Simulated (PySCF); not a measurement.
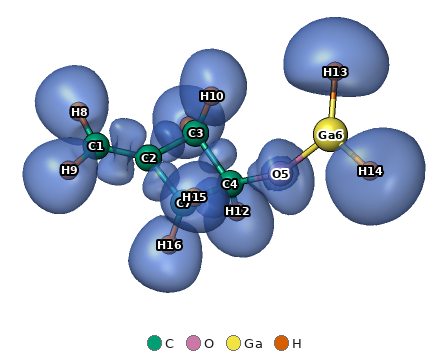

The picture shows: C$_{5}$H$_{9}$GaO (SMILES C=C1CC([O][GaH2])C1). Isosurface of the ELF at 0.75 (blue), seen at a tilt. Only the valence region is drawn (cores and ρ < 0.01 e/Å³ removed).

Geometry: GFN2-xTB.

Theory: B3LYP/def2-SVPD, SCF density, gas phase (PySCF).

Input

```
{"job": {"kind": "uv", "xc": "B3LYP", "basis": "def2-SVPD", "nstates": 8, "ntriplets": 3}, "charge": 0, "multiplicity": 1}
C     -2.399641     1.288909    -0.285395
C     -1.346348     0.509616    -0.163203
C     -0.245533     0.095966    -1.101411
C      0.190734    -0.961278    -0.062518
O      1.529793    -0.938686     0.330731
Ga     3.123822    -0.337500     0.395220
C     -0.816124    -0.360040     0.944425
H     -2.610154     1.814883    -1.201246
H     -3.093641     1.433727     0.525113
H      0.520276     0.866053    -1.228248
H     -0.548291    -0.277047    -2.078435
H     -0.071334    -1.981963    -0.361214
H      3.717017     0.668378    -0.633232
H      3.872718    -0.960881     1.581726
H     -0.311372     0.204559     1.730397
H     -1.519519    -1.055751     1.398331
```

Run with:

```sh
OMP_NUM_THREADS=1 python probes_run.py task.json out
```

Question: Where are the electrons localised?

Answer: The surface consists of five regions between bonded C–C atoms (shared pairs), nine regions around hydrogen nuclei and one region on O in which the atom's valence shell and bonds are merged.

Values along the shortest contacts:
C–C (1.32 Å): the ELF peaks at about 0.90 between the atoms (a short, multiple covalent bond). C–O (1.40 Å): the ELF peaks at about 0.90 between the atoms; a shared but strongly polarised pair.
